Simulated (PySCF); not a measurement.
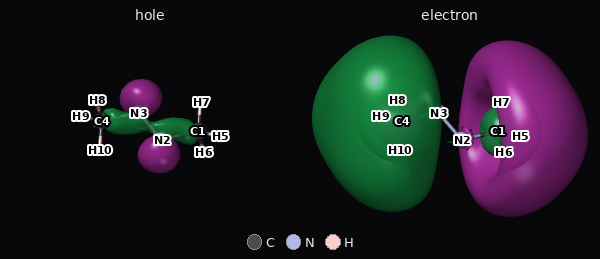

Figure. C$_{2}$H$_{6}$N$_{2}$, SMILES `CN=NC`. Leading natural transition orbital pair of S₃ (full linear response singlet states); the surfaces enclose about 70 % of each orbital's density.

Method: PBE0/def2-SVPD; geometry: GFN2-xTB; program: PySCF. No frequency check shows the geometry to be a minimum.

Input script:

```python
import numpy as np
from pyscf import gto, scf, dft, tdscf
from pyscf.scf import atom_ks, atom_hf
from scipy.linalg import block_diag

def solve(mol, dm0=None, hcore=None):
    mf = (dft.UKS if mol.spin else dft.RKS)(mol, xc='pbe0')
    mf.grids.level = 3
    mf = mf.density_fit(auxbasis='def2-universal-jkfit')
    mf.conv_tol, mf.max_cycle = 1e-8, 80
    if hcore is not None:
        mf.get_hcore = lambda *args: hcore
    mf.kernel(dm0)
    if not mf.converged:
        mf = mf.newton().run(mf.mo_coeff, mf.mo_occ, max_cycle=30)
    assert mf.converged, 'SCF not converged'
    return mf

mol = gto.M(atom='''
C      1.78300     0.06958    -0.00027
N      0.44367    -0.43663    -0.00051
N     -0.44367     0.43663    -0.00051
C     -1.78300    -0.06958    -0.00027
H      2.28788    -0.33059     0.87975
H      2.28788    -0.33059    -0.88058
H      1.82571     1.16355     0.00606
H     -2.28788     0.33059     0.87975
H     -2.28788     0.33059    -0.88058
H     -1.82571    -1.16355     0.00606
''', basis='def2-svpd', charge=0, spin=0, verbose=4)
mf = solve(mol)
td = mf.TDDFT()
td.nstates, td.singlet, td.conv_tol = 4, True, 1e-5
td.kernel()
td.analyze()
x, y = np.array([p[0] for p in td.xy]), np.array([p[1] + 0 * p[0] for p in td.xy])
f, mu = td.oscillator_strength(), td.transition_dipole()
nto = [td.get_nto(state=i + 1, verbose=4) for i in range(len(td.e))]
# spherically averaged free atoms, for the promolecule
atm = atom_ks.get_atm_nrks(mol, xc='pbe0')
pro = block_diag(*[(atm[a[0]][2] * atm[a[0]][3]) @ atm[a[0]][2].T for a in mol._atom])
np.savez('result.npz', e=td.e, f=f, ok=td.converged, w=[n[0] for n in nto], nto=[n[1] for n in nto], x=x, y=y, c=mf.mo_coeff, occ=mf.mo_occ, eps=mf.mo_energy, pro=pro, mu=mu)
```

Launched as:

```sh
OMP_NUM_THREADS=1 python input.py
```

The run took 10 min on 1 thread of Arm Neoverse V2 (shared host), peak memory 0.75 GiB.

Q: Characterise the state.

A: 6.89 eV (180 nm), f = 0.059, n → diffuse (Rydberg-like) orbital; the leading pair carries 98 %; hole on N2 and N3 (39 % each) and C1 and C4 (7 % each), electron on H5, H6, H8 and H9 (14 % each), H7 and H10 (11 % each) and C1 and C4 (10 % each) (atom shares of so diffuse an orbital are rough); their centroids lie 0.0 Å apart. In canonical orbitals it is mainly HOMO → LUMO+2 (98 %). The HOMO–LUMO gap is 5.61 eV.
